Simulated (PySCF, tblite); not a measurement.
# C₂H₇NSi₂: dynamics, then NMR shifts and electronic excitations on frames

Aim: move C₂H₇NSi₂ (`N#C[SiH2]C[SiH3]`) away from its starting geometry and see how NMR shifts and electronic excitations follow the geometry.

Computed with tblite 0.8.0 and PySCF 2.14.0, with density-fitted response routines of our own, on a single molecule in the gas phase. Atoms count from 0, in the outputs and in this text.

### 1 The starting structure

12 atoms, charge 0, multiplicity 1; geometry from: GFN2-xTB.

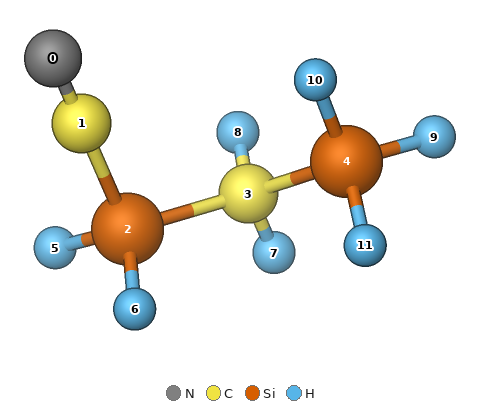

The starting geometry (nitrogen grey, carbon yellow, silicon orange, hydrogen blue), atoms numbered.

### 2 Thermal motion with GFN2-xTB

The job: settings as JSON, then the geometry in Å.

```
{"job": {"kind": "md", "xc": "GFN2-xTB", "basis": "xTB", "temperature": 200, "steps": 2000, "every": 50, "frames": 5}, "charge": 0, "multiplicity": 1}
N     -1.957407     2.477757     0.625880
C     -1.751506     1.366094     0.440593
Si    -1.417880    -0.446118     0.127470
C      0.253774    -0.567276    -0.758242
Si     1.762660     0.091093     0.204834
H     -2.528668    -0.910753    -0.711902
H     -1.416436    -1.101450     1.437785
H      0.431273    -1.612841    -1.015212
H      0.187724    -0.031790    -1.707084
H      2.959740    -0.090920    -0.620851
H      1.571871     1.507478     0.509802
H      1.906054    -0.681959     1.440901
```

Level: GFN2-xTB Langevin dynamics, gas phase.

The run is started by

```sh
> OMP_NUM_THREADS=1 python probes_run.py task.json out
```

This one command runs all jobs of the session in turn.

The log of the run:

```text
t/fs     T/K      E/eV
    0.0   174.3   -385.53715
   25.0   119.4   -385.30771
   50.0   254.2   -385.40985
   75.0   242.6   -385.34349
  100.0   193.2   -385.24195
  125.0   242.9   -385.25455
  150.0   268.4   -385.30687
  175.0   205.3   -385.17710
  200.0   173.6   -385.09610
  225.0   280.8   -385.26500
  250.0   223.2   -385.28322
  275.0   230.6   -385.11928
  300.0   270.8   -385.24147
  325.0   226.4   -385.14221
  350.0   261.3   -385.22025
  375.0   183.8   -385.21226
  400.0   231.3   -385.13670
  425.0   235.7   -385.26950
  450.0   289.6   -385.27939
  475.0   184.1   -385.22734
  500.0   274.7   -385.31424
  525.0   215.2   -385.19550
  550.0   187.0   -385.28488
  575.0   193.4   -385.30910
  600.0   271.1   -385.32864
  625.0   236.9   -385.27769
  650.0   158.2   -385.24667
  675.0   178.5   -385.28405
  700.0   104.8   -385.18116
  725.0   137.3   -385.24003
  750.0    98.5   -385.28097
  775.0   122.6   -385.32540
  800.0   154.1   -385.34454
  825.0   199.0   -385.38436
  850.0   189.0   -385.35082
  875.0   176.8   -385.34854
  900.0   135.4   -385.35441
  925.0   180.4   -385.33330
  950.0   171.2   -385.28376
  975.0   142.6   -385.27212
 1000.0   182.1   -385.29297
```

It took 7.8 s on 1 thread of Arm Neoverse V2, shared host; peak memory 0.19 GiB.

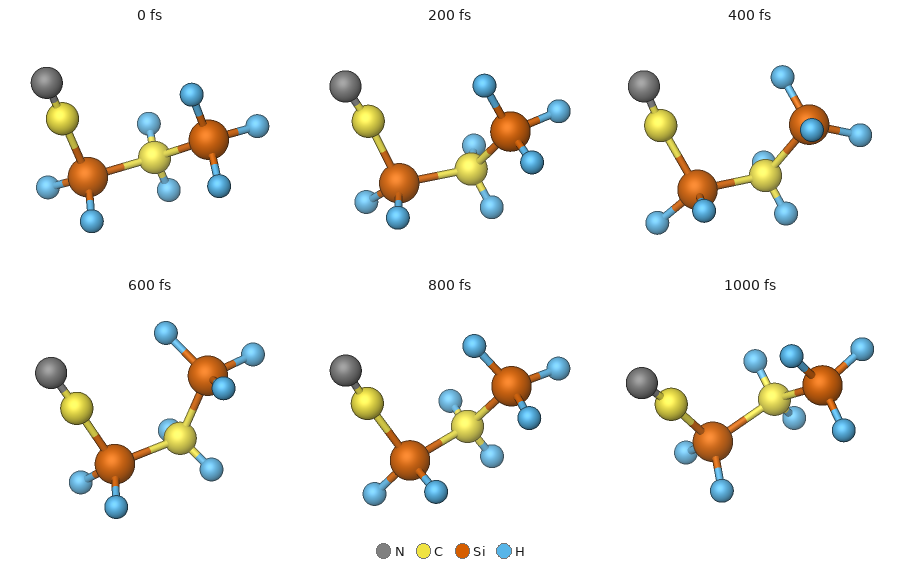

Frames of the run.

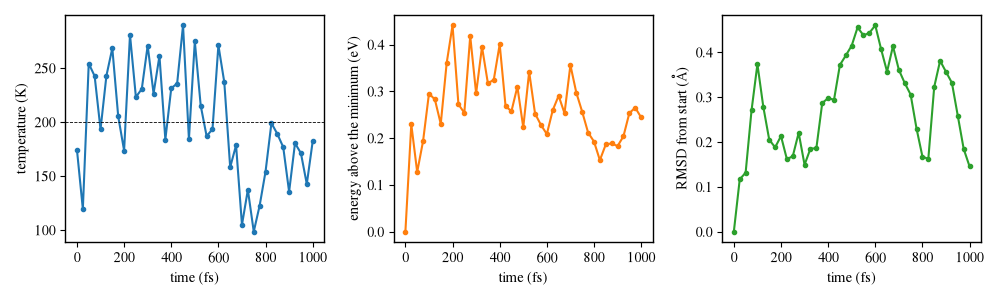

Temperature, potential energy and distance from the start.

Positions (Å) and forces (eV/Å) at 1000 fs:

```xyz
12

N    -2.738    1.639    1.697    0.103    0.041    0.021
C    -2.144    0.761    1.261   -0.666    0.831    0.179
Si   -1.346   -0.720    0.556    1.014   -1.239   -0.609
C     0.307   -0.201   -0.325   -0.737   -0.456    0.643
Si    1.660    0.464    0.841   -0.470    0.705    0.054
H    -2.154   -1.353   -0.525   -0.008    0.232    0.421
H    -1.248   -1.566    1.774    0.085    0.049   -0.357
H     0.655   -1.052   -0.952   -0.259    0.855    0.248
H    -0.041    0.660   -0.913    0.478   -0.410   -0.358
H     2.744    0.914   -0.017    0.286   -0.068   -0.037
H     1.086    1.661    1.503    0.069   -0.152   -0.162
H     2.072   -0.365    1.957    0.105   -0.388   -0.043
```

### 3 Shielding tensors: 250 fs, PBE0/pcSseg-1

The job: settings as JSON, then the geometry in Å.

```
{"job": {"kind": "nmr", "xc": "PBE0", "basis": "pcSseg-1", "pop": false}, "charge": 0, "multiplicity": 1}
N     -2.315500     2.564800     0.320500
C     -2.145800     1.446500     0.418800
Si    -1.640600    -0.365300     0.671800
C      0.142300    -0.426900    -0.142700
Si     1.433200     0.743800     0.689200
H     -2.535400    -1.059000    -0.224800
H     -1.640700    -0.650600     2.148700
H      0.489100    -1.412200     0.024400
H     -0.081200    -0.284800    -1.206200
H      2.664400     0.675600    -0.080700
H      0.891900     2.088900     0.794500
H      1.865000     0.225800     2.027800
```

With the program's defaults for keys left out, this is: GIAO PBE0/pcSseg-1 NMR shielding, non-relativistic, gas phase.

The log of the run:

```text
coarse grid: 10824 points
cycle   1  E = -713.6117005373  dE =  1.279e-01  |g| = 4.546e-01  |ddm| = 3.071e+00
cycle   2  E = -713.5061348361  dE =  1.056e-01  |g| = 8.153e-01  |ddm| = 9.057e-01
cycle   3  E = -713.6597037302  dE = -1.536e-01  |g| = 1.598e-01  |ddm| = 5.728e-01
cycle   4  E = -713.6650097383  dE = -5.306e-03  |g| = 3.944e-02  |ddm| = 1.195e-01
cycle   5  E = -713.6653702675  dE = -3.605e-04  |g| = 1.137e-02  |ddm| = 4.145e-02
cycle   6  E = -713.6654058856  dE = -3.562e-05  |g| = 1.166e-03  |ddm| = 1.165e-02
cycle   7  E = -713.6654062317  dE = -3.461e-07  |g| = 2.250e-04  |ddm| = 1.544e-03
final grid: 94864 points
cycle   8  E = -713.6934534927  dE = -1.381e-05  |g| = 4.472e-03  |ddm| = 1.518e-02
cycle   9  E = -713.6934504781  dE =  3.015e-06  |g| = 5.531e-03  |ddm| = 8.489e-03
cycle  10  E = -713.6934583648  dE = -7.887e-06  |g| = 7.739e-04  |ddm| = 4.863e-03
cycle  11  E = -713.6934584689  dE = -1.042e-07  |g| = 4.037e-04  |ddm| = 6.763e-04
cycle  12  E = -713.6934585029  dE = -3.399e-08  |g| = 8.597e-05  |ddm| = 2.666e-04
cycle  13  E = -713.6934585046  dE = -1.712e-09  |g| = 1.280e-05  |ddm| = 7.162e-05
cycle  14  E = -713.6934585047  dE = -3.433e-11  |g| = 2.404e-06  |ddm| = 1.622e-05
converged SCF energy = -713.6934585047

GIAO shielding tensors (ppm)
atom      isotropic    diamagn.    paramagn.     s11        s22        s33       span
  0 N      -90.781     337.886    -428.667   -287.850   -280.871    296.378    584.229
  1 C       64.933     264.731    -199.797    -50.011    -42.169    286.979    336.991
  2 Si     409.863     879.237    -469.374    380.420    390.684    458.486     78.066
  3 C      195.744     258.346     -62.602    185.433    196.237    205.562     20.129
  4 Si     423.008     880.195    -457.188    389.576    404.995    474.452     84.876
  5 H       27.192      28.303      -1.111     23.555     25.110     32.910      9.355
  6 H       26.560      27.351      -0.790     23.569     24.479     31.634      8.065
  7 H       32.591      33.443      -0.852     27.210     29.733     40.829     13.618
  8 H       31.185      32.991      -1.806     25.988     28.541     39.025     13.038
  9 H       27.559      29.415      -1.856     23.892     25.340     33.446      9.554
 10 H       27.356      30.639      -3.283     23.360     26.852     31.857      8.496
 11 H       27.302      29.019      -1.717     24.216     25.388     32.301      8.085
```

It took 8 s on 1 thread of Arm Neoverse V2, shared host; peak memory 0.65 GiB.

The references, computed at this level on geometries of the same kind, shield at (ppm): ¹H TMS 31.72, ¹³C TMS 186.9, ²⁹Si TMS 349.2, ¹⁵N NH3 267.7. Their shielding less the atom's gives the shift. The references are single molecules in the gas phase, so shifts against H2O, NH3, PH3, H3PO4 or CFCl3 are not on the usual liquid scales and can be off by tens of ppm. Each atom is listed at this fixed geometry, with no averaging over motion; a spectrum would average atoms that exchange fast.

```
atoms                            environment  σ (ppm)  δ (ppm)
   C1                         nitrile carbon     64.9    122.0
   C3                 sp3 CH2 bonded to 2 Si    195.7     -8.8
   H6    hydrogen on a silicon bonded to 2 C    26.56     5.16
   H5    hydrogen on a silicon bonded to 2 C    27.19     4.53
  H11      hydrogen on a silicon bonded to C    27.30     4.42
  H10      hydrogen on a silicon bonded to C    27.36     4.36
   H9      hydrogen on a silicon bonded to C    27.56     4.16
   H8  hydrogen on an sp3 CH2 bonded to 2 Si    31.18     0.53
   H7  hydrogen on an sp3 CH2 bonded to 2 Si    32.59    -0.87
   N0                       nitrile nitrogen    -90.8    358.5
  Si2             silicon bonded to 2 C, 2 H    409.9    -60.7
  Si4               silicon bonded to C, 3 H    423.0    -73.8
```

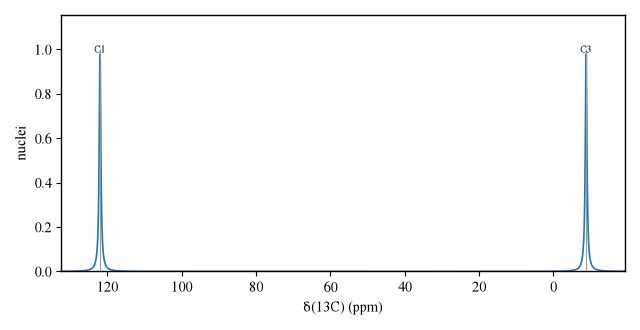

¹³C lines at the computed shifts, without couplings. Lines are broadened to a width of 0.52 ppm (Lorentzian).

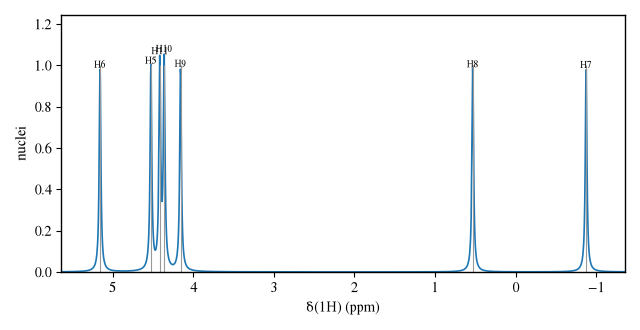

¹H lines at the computed shifts, without couplings. Lines are broadened to a width of 0.02 ppm (Lorentzian).

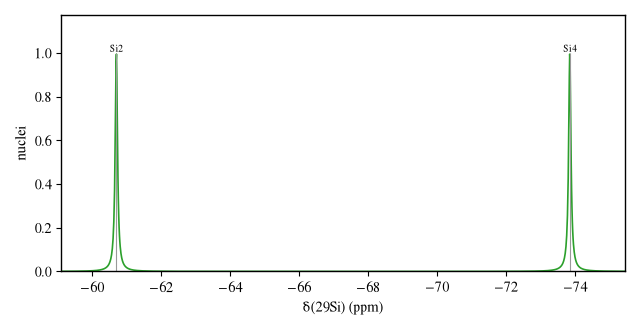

²⁹Si lines at the computed shifts, without couplings. Lines are broadened to a width of 0.08 ppm (Lorentzian).

### 4 Excited states and response: 250 fs, PBE0/def2-SVPD

Same as in step 3 but for these lines:

```diff
@@ -1,2 +1,2 @@
-{"job": {"kind": "nmr", "xc": "PBE0", "basis": "pcSseg-1", "pop": false}, "charge": 0, "multiplicity": 1}
+{"job": {"kind": "uv", "xc": "PBE0", "basis": "def2-SVPD", "nstates": 5, "ntriplets": 0}, "charge": 0, "multiplicity": 1}
 N     -2.315500     2.564800     0.320500
```

Method: TDDFT PBE0/def2-SVPD, vertical, gas phase, core orbitals frozen in the response.

The log of the run:

```text
coarse grid: 10824 points
cycle   1  E = -713.3147793997  dE =  1.032e-01  |g| = 4.312e-01  |ddm| = 3.897e+00
cycle   2  E = -713.2121291581  dE =  1.027e-01  |g| = 7.883e-01  |ddm| = 1.414e+00
cycle   3  E = -713.3600266401  dE = -1.479e-01  |g| = 1.510e-01  |ddm| = 8.945e-01
cycle   4  E = -713.3649182565  dE = -4.892e-03  |g| = 4.040e-02  |ddm| = 1.704e-01
cycle   5  E = -713.3653184657  dE = -4.002e-04  |g| = 1.028e-02  |ddm| = 6.128e-02
cycle   6  E = -713.3653514139  dE = -3.295e-05  |g| = 1.199e-03  |ddm| = 1.512e-02
cycle   7  E = -713.3653518587  dE = -4.448e-07  |g| = 2.248e-04  |ddm| = 2.559e-03
final grid: 94864 points
cycle   8  E = -713.4538826226  dE = -1.290e-05  |g| = 4.243e-03  |ddm| = 4.637e-02
cycle   9  E = -713.4538792253  dE =  3.397e-06  |g| = 5.532e-03  |ddm| = 1.165e-02
cycle  10  E = -713.4538874087  dE = -8.183e-06  |g| = 7.683e-04  |ddm| = 6.637e-03
cycle  11  E = -713.4538875346  dE = -1.259e-07  |g| = 2.823e-04  |ddm| = 8.399e-04
cycle  12  E = -713.4538875524  dE = -1.781e-08  |g| = 7.217e-05  |ddm| = 3.722e-04
cycle  13  E = -713.4538875537  dE = -1.333e-09  |g| = 1.018e-05  |ddm| = 9.970e-05
cycle  14  E = -713.4538875538  dE = -3.365e-11  |g| = 1.909e-06  |ddm| = 2.326e-05
converged SCF energy = -713.4538875538

Static polarisability (au): isotropic 80.873, principal 69.593 82.917 90.110

Singlet excitations
state   eV       nm        f      main configurations
  1   7.1178    174.2   0.05196   H->L 0.52, H->L+1 0.19
  2   7.2214    171.7   0.03039   H->L+1 0.40, H->L 0.38
  3   7.4345    166.8   0.00975   H-1->L 0.38, H-4->L 0.23, H->L+1 0.19
  4   7.6053    163.0   0.06065   H->L+2 0.56, H-3->L 0.09
  5   7.7185    160.6   0.00708   H-3->L 0.27, H->L+2 0.17, H-1->L+1 0.16
```

Run time: 12 s. Hardware: 1 thread of Arm Neoverse V2, shared host; peak memory 0.73 GiB.

Frontier orbitals and where they lie:

```
orbital     eV                        atoms
 HOMO−3  -9.91   N0 34 %, C1 29 %, Si4 14 %
 HOMO−2  -9.76   Si4 35 %, H11 31 %, C3 9 %
 HOMO−1  -9.56   C3 21 %, Si4 18 %, N0 14 %
   HOMO  -8.90  C3 31 %, Si2 16 %, Si4 16 %
   LUMO  -0.61   Si2 27 %, C1 16 %, N0 14 %
 LUMO+1  -0.28   Si2 26 %, C1 22 %, N0 22 %
 LUMO+2   0.02   Si2 37 %, H6 16 %, H5 14 %
```

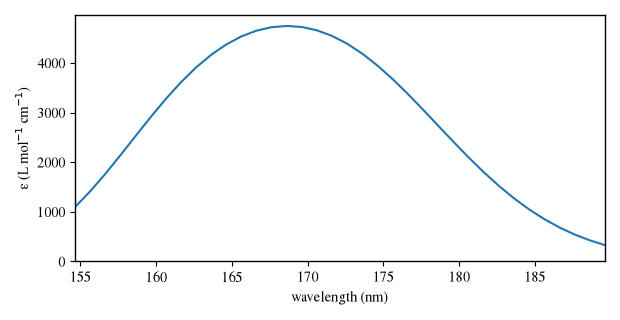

Absorption spectrum: each of the 5 states is a Gaussian band of 0.4 eV half-width at 1/e. Beyond the last state computed it falls off for lack of states.

Ground-state properties from the same run:

```
           property  computed
  dipole moment (D)      4.06
polarisability (Å³)     11.98
 HOMO–LUMO gap (eV)      8.28
      −ε(HOMO) (eV)      8.90
```

### 5 NMR shieldings: 425 fs, PBE0/pcSseg-1

The job: settings as JSON, then the geometry in Å.

```
{"job": {"kind": "nmr", "xc": "PBE0", "basis": "pcSseg-1", "pop": false}, "charge": 0, "multiplicity": 1}
N     -2.522700     2.346900     0.867600
C     -2.215900     1.276500     0.809800
Si    -1.647100    -0.493700     1.067100
C      0.049400    -0.666400     0.199300
Si     1.329600     0.676800     0.554800
H     -2.683500    -1.483000     0.674400
H     -1.336800    -0.513700     2.560900
H      0.478900    -1.652000     0.589900
H     -0.029000    -0.867900    -0.887000
H      2.657800     0.284000     0.086800
H      1.067000     1.965800    -0.173200
H      1.350000     0.868800     1.987100
```

Method: GIAO PBE0/pcSseg-1 NMR shielding, non-relativistic, gas phase.

The log of the run:

```text
coarse grid: 10824 points
cycle   1  E = -713.6165390632  dE =  1.670e-01  |g| = 4.487e-01  |ddm| = 3.078e+00
cycle   2  E = -713.5239848429  dE =  9.255e-02  |g| = 7.810e-01  |ddm| = 8.574e-01
cycle   3  E = -713.6630788548  dE = -1.391e-01  |g| = 1.512e-01  |ddm| = 5.350e-01
cycle   4  E = -713.6677847637  dE = -4.706e-03  |g| = 3.654e-02  |ddm| = 1.095e-01
cycle   5  E = -713.6680905042  dE = -3.057e-04  |g| = 1.104e-02  |ddm| = 3.893e-02
cycle   6  E = -713.6681238034  dE = -3.330e-05  |g| = 1.270e-03  |ddm| = 1.153e-02
cycle   7  E = -713.6681242101  dE = -4.067e-07  |g| = 2.280e-04  |ddm| = 1.567e-03
final grid: 94864 points
cycle   8  E = -713.6958941413  dE = -1.087e-05  |g| = 4.235e-03  |ddm| = 1.343e-02
cycle   9  E = -713.6958914980  dE =  2.643e-06  |g| = 5.275e-03  |ddm| = 7.860e-03
cycle  10  E = -713.6958985247  dE = -7.027e-06  |g| = 8.357e-04  |ddm| = 4.385e-03
cycle  11  E = -713.6958986491  dE = -1.245e-07  |g| = 3.758e-04  |ddm| = 6.465e-04
cycle  12  E = -713.6958986785  dE = -2.931e-08  |g| = 8.063e-05  |ddm| = 2.583e-04
cycle  13  E = -713.6958986800  dE = -1.545e-09  |g| = 1.155e-05  |ddm| = 6.926e-05
cycle  14  E = -713.6958986800  dE = -3.138e-11  |g| = 2.064e-06  |ddm| = 1.515e-05
converged SCF energy = -713.6958986800

GIAO shielding tensors (ppm)
atom      isotropic    diamagn.    paramagn.     s11        s22        s33       span
  0 N      -81.975     338.331    -420.306   -274.775   -271.014    299.864    574.639
  1 C       71.039     262.300    -191.262    -39.353    -35.690    288.159    327.512
  2 Si     413.499     878.321    -464.822    380.909    398.129    461.457     80.547
  3 C      195.610     258.689     -63.079    189.075    194.076    203.680     14.605
  4 Si     422.172     880.595    -458.423    384.262    410.915    471.338     87.076
  5 H       26.683      26.487       0.196     23.001     24.651     32.397      9.395
  6 H       26.255      27.053      -0.798     23.457     24.574     30.734      7.278
  7 H       30.731      30.463       0.268     25.773     27.751     38.669     12.895
  8 H       30.989      32.607      -1.618     26.010     27.870     39.089     13.079
  9 H       27.571      29.457      -1.887     23.978     25.360     33.375      9.397
 10 H       26.933      29.861      -2.928     23.555     25.624     31.621      8.066
 11 H       27.905      30.178      -2.273     24.399     26.347     32.968      8.569
```

Run time: 7.9 s. Hardware: 1 thread of Arm Neoverse V2, shared host; peak memory 0.71 GiB.

Key values: δ C1 115.9, C3 -8.7, N0 349.7, Si2 -64.3, H6 5.46, H5 5.03 ppm.

### 6 TDDFT and polarisability: 425 fs, PBE0/def2-SVPD

Same as in step 5 but for these lines:

```diff
@@ -1,2 +1,2 @@
-{"job": {"kind": "nmr", "xc": "PBE0", "basis": "pcSseg-1", "pop": false}, "charge": 0, "multiplicity": 1}
+{"job": {"kind": "uv", "xc": "PBE0", "basis": "def2-SVPD", "nstates": 5, "ntriplets": 0}, "charge": 0, "multiplicity": 1}
 N     -2.522700     2.346900     0.867600
```

With the program's defaults for keys left out, this is: TDDFT PBE0/def2-SVPD, vertical, gas phase, core orbitals frozen in the response.

The log of the run:

```text
coarse grid: 10824 points
cycle   1  E = -713.3192981947  dE =  1.430e-01  |g| = 4.244e-01  |ddm| = 3.899e+00
cycle   2  E = -713.2297663684  dE =  8.953e-02  |g| = 7.529e-01  |ddm| = 1.387e+00
cycle   3  E = -713.3630484972  dE = -1.333e-01  |g| = 1.425e-01  |ddm| = 8.893e-01
cycle   4  E = -713.3673667967  dE = -4.318e-03  |g| = 3.770e-02  |ddm| = 1.604e-01
cycle   5  E = -713.3677121119  dE = -3.453e-04  |g| = 1.005e-02  |ddm| = 5.699e-02
cycle   6  E = -713.3677433037  dE = -3.119e-05  |g| = 1.260e-03  |ddm| = 1.449e-02
cycle   7  E = -713.3677437884  dE = -4.847e-07  |g| = 2.278e-04  |ddm| = 2.539e-03
final grid: 94864 points
cycle   8  E = -713.4558993301  dE = -8.951e-06  |g| = 4.037e-03  |ddm| = 4.080e-02
cycle   9  E = -713.4558963888  dE =  2.941e-06  |g| = 5.262e-03  |ddm| = 1.115e-02
cycle  10  E = -713.4559037134  dE = -7.325e-06  |g| = 7.650e-04  |ddm| = 6.116e-03
cycle  11  E = -713.4559038400  dE = -1.266e-07  |g| = 2.227e-04  |ddm| = 8.003e-04
cycle  12  E = -713.4559038511  dE = -1.114e-08  |g| = 6.264e-05  |ddm| = 3.185e-04
cycle  13  E = -713.4559038521  dE = -9.800e-10  |g| = 7.853e-06  |ddm| = 8.564e-05
converged SCF energy = -713.4559038521

Static polarisability (au): isotropic 80.835, principal 67.912 85.261 89.331

Singlet excitations
state   eV       nm        f      main configurations
  1   7.3635    168.4   0.00268   H->L+1 0.20, H-2->L 0.15, H-1->L 0.13
  2   7.4491    166.4   0.06571   H->L 0.83
  3   7.5990    163.2   0.00599   H->L+1 0.34, H-1->L 0.18, H-2->L 0.14
  4   7.7487    160.0   0.00518   H-1->L 0.33, H-2->L 0.27, H->L 0.10
  5   7.8497    157.9   0.02682   H-1->L 0.27, H-4->L 0.24, H-3->L 0.23
```

Wall time 11 s (1 thread of Arm Neoverse V2, shared host); peak memory 0.73 GiB.

In short: HOMO -9.26 eV, LUMO -0.69 eV; lowest singlet 7.36 eV.

### 7 NMR shieldings: 625 fs, PBE0/pcSseg-1

The job: settings as JSON, then the geometry in Å.

```
{"job": {"kind": "nmr", "xc": "PBE0", "basis": "pcSseg-1", "pop": false}, "charge": 0, "multiplicity": 1}
N     -2.625400     2.036100     1.322100
C     -2.106600     1.017200     1.294400
Si    -1.396100    -0.720500     1.116000
C      0.179100    -0.755200     0.084500
Si     1.245400     0.902700     0.163200
H     -2.483000    -1.544200     0.566200
H     -0.985900    -0.997800     2.535300
H      0.749200    -1.589600     0.530600
H      0.007800    -1.103500    -0.914600
H      2.339300     0.669200    -0.729800
H      0.346100     2.053100    -0.247200
H      1.649100     1.178600     1.620000
```

Method: GIAO PBE0/pcSseg-1 NMR shielding, non-relativistic, gas phase.

The log of the run:

```text
coarse grid: 10824 points
cycle   1  E = -713.6187661982  dE =  9.889e-02  |g| = 4.438e-01  |ddm| = 3.073e+00
cycle   2  E = -713.5179784190  dE =  1.008e-01  |g| = 7.984e-01  |ddm| = 8.423e-01
cycle   3  E = -713.6630337190  dE = -1.451e-01  |g| = 1.644e-01  |ddm| = 5.427e-01
cycle   4  E = -713.6686875538  dE = -5.654e-03  |g| = 3.812e-02  |ddm| = 1.180e-01
cycle   5  E = -713.6690242466  dE = -3.367e-04  |g| = 1.105e-02  |ddm| = 4.097e-02
cycle   6  E = -713.6690578329  dE = -3.359e-05  |g| = 1.025e-03  |ddm| = 1.164e-02
cycle   7  E = -713.6690581013  dE = -2.685e-07  |g| = 2.439e-04  |ddm| = 1.427e-03
final grid: 94864 points
cycle   8  E = -713.6967882164  dE = -1.357e-05  |g| = 4.473e-03  |ddm| = 1.535e-02
cycle   9  E = -713.6967849534  dE =  3.263e-06  |g| = 5.719e-03  |ddm| = 8.113e-03
cycle  10  E = -713.6967928119  dE = -7.858e-06  |g| = 1.296e-03  |ddm| = 4.626e-03
cycle  11  E = -713.6967931479  dE = -3.360e-07  |g| = 3.954e-04  |ddm| = 8.720e-04
cycle  12  E = -713.6967931819  dE = -3.398e-08  |g| = 7.861e-05  |ddm| = 3.117e-04
cycle  13  E = -713.6967931834  dE = -1.567e-09  |g| = 1.218e-05  |ddm| = 7.502e-05
cycle  14  E = -713.6967931835  dE = -3.126e-11  |g| = 2.115e-06  |ddm| = 1.556e-05
converged SCF energy = -713.6967931835

GIAO shielding tensors (ppm)
atom      isotropic    diamagn.    paramagn.     s11        s22        s33       span
  0 N      -98.094     337.474    -435.568   -298.257   -290.316    294.293    592.550
  1 C       63.173     263.048    -199.875    -51.302    -46.866    287.686    338.988
  2 Si     413.238     878.699    -465.460    366.313    396.490    476.912    110.600
  3 C      199.931     258.456     -58.525    196.618    198.813    204.363      7.745
  4 Si     417.084     879.873    -462.788    386.161    413.718    451.374     65.213
  5 H       26.809      27.089      -0.280     22.778     25.185     32.463      9.685
  6 H       26.755      27.196      -0.441     23.195     25.390     31.681      8.486
  7 H       31.602      31.550       0.052     26.824     28.426     39.555     12.731
  8 H       31.996      33.482      -1.486     26.669     28.807     40.512     13.844
  9 H       27.676      29.742      -2.066     23.808     25.449     33.771      9.963
 10 H       26.532      30.189      -3.656     23.042     25.904     30.652      7.610
 11 H       26.625      28.561      -1.936     23.708     24.880     31.285      7.577
```

Wall time 7.6 s (1 thread of Arm Neoverse V2, shared host); peak memory 0.71 GiB.

This run: δ C1 123.8, C3 -13.0, N0 365.8, Si2 -64.1, H10 5.18, H11 5.09 ppm.

(Part 1 of 2 ends here.)
